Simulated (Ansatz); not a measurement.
A computed series for IrO2: pressure series

Base system: IrO$_{2}$ in the rutile structure (space group P4_2/mnm, No. 136).

```cif
data_Ir2O4
_chemical_formula_sum 'Ir2 O4'
_space_group_name_H-M_alt 'P42/mnm'
_space_group_IT_number 136
_space_group_name_Hall '-P 4n 2n'
_cell_length_a 4.52929
_cell_length_b 4.52929
_cell_length_c 3.17979
_cell_angle_alpha 90.000
_cell_angle_beta 90.000
_cell_angle_gamma 90.000
loop_
_atom_site_label
_atom_site_type_symbol
_atom_site_symmetry_multiplicity
_atom_site_Wyckoff_symbol
_atom_site_fract_x
_atom_site_fract_y
_atom_site_fract_z
_atom_site_occupancy
Ir1 Ir 2 a 0.00000 0.00000 0.00000 1
O1 O 4 f 0.30843 0.30843 0.00000 1
```

Cell and atoms are relaxed at each pressure.

The values are results of Ansatz (an electronic-structure program), PBE, PAW, cutoff 420 eV, no spin-orbit coupling, not measurements.

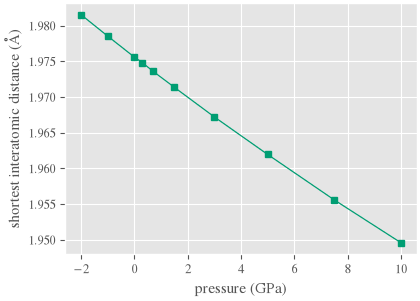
Shortest interatomic distance against pressure

| pressure (GPa) | shortest interatomic distance |
|---|---|
| -2 | 1.982 Å |
| -1 | 1.979 Å |
| 0.3 | 1.975 Å |
| 0.7 | 1.974 Å |
| 1.5 | 1.971 Å |
| 3 | 1.967 Å |
| 5 | 1.962 Å |
| 7.5 | 1.956 Å |
| 10 | 1.950 Å |

Load acts through the strain it causes; cell and atoms are relaxed under it. Stability against distortions was not tested. No other phases were tried under pressure. No Hubbard U is applied, and correlation can decide whether such a compound is a metal. The final runs are not spin-polarised.
